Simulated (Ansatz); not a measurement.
Three curves of one kind of scan: energy against volume (even scaling of the relaxed cell, symmetry kept). These are PBE (plane waves to 420 eV, PAW, scalar-relativistic; Ansatz, a quantum-chemistry and plane-wave program) values and carry that method's errors. Each is measured from its own zero (the relaxed starting cell). 

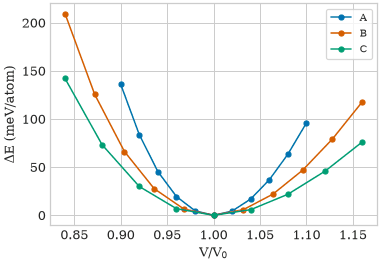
Figure: Curves A, B and C.

Task: Which curve belongs to the crystal with a fitted bulk modulus of 159 GPa and a relaxed volume of 12.10 Å³/atom?

Result: Curve B, AlNi (CsCl type): near the minimum ΔE ≈ ½·B₀·V₀·(V/V₀ − 1)², with B₀·V₀ = 12 eV/atom.

AlNi is run without spin polarisation. All were relaxed with their symmetry unable to fall. Spin-orbit coupling is left out. TaC is run without spin polarisation. The PAW data are Ansatz's earlier set.

(A scan under strain: stresses follow from slopes of the energy per volume, elastic moduli from its curvatures.)
